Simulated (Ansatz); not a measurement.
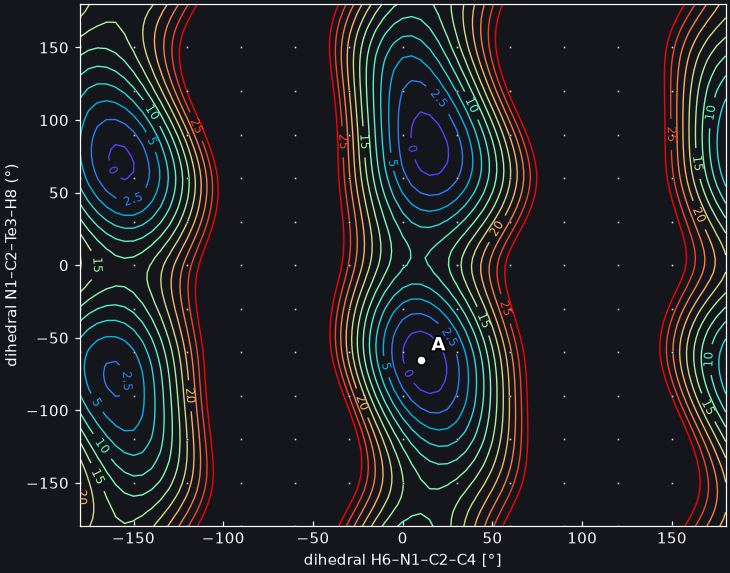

C₂H₄BrNTe, SMILES NC([TeH])=CBr. Coordinates scanned: (1) dihedral H6–N1–C2–C4; (2) dihedral N1–C2–Te3–H8. Nothing is relaxed (all other coordinates rigid). The scan uses a 12 × 12 grid. Energies are in kJ/mol, from the lowest grid point. Computed with Ansatz, RKS PBE0-D4/def2-SVP.

The picture shows contour lines labelled in kJ/mol (none above 27.5), dots at the grid points, the point A. Between grid points the surface is interpolated.

Q: Find the lowest pass out of the well at A.

A: The easiest path leads from the well at about dihedral H6–N1–C2–C4 = 10°, dihedral N1–C2–Te3–H8 = −65° to the well at about dihedral H6–N1–C2–C4 = 15°, dihedral N1–C2–Te3–H8 = 80°, about 0.55 kJ/mol higher (on a rigid scan; wells that are mirror images or exchange like atoms can differ by this much). Its highest point lies about 12 kJ/mol above the bottom of the first well on the interpolated surface, at about dihedral H6–N1–C2–C4 = 10°, dihedral N1–C2–Te3–H8 = 5°. The start is the relaxed structure and all else is held, so a fully relaxed path at this level can only be lower.

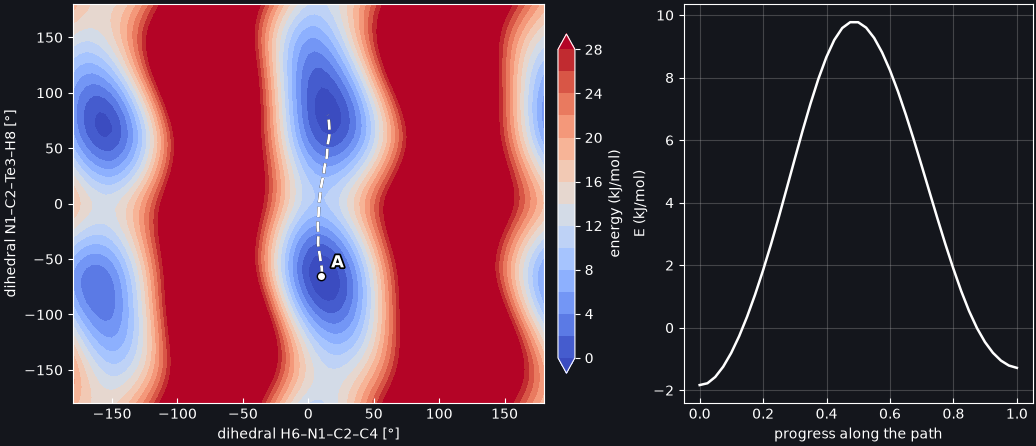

The picture shows filled contours, a line along the lowest path, one colour for all values above the top of the scale, the energy along the path at the right. Between grid points the surface is interpolated.
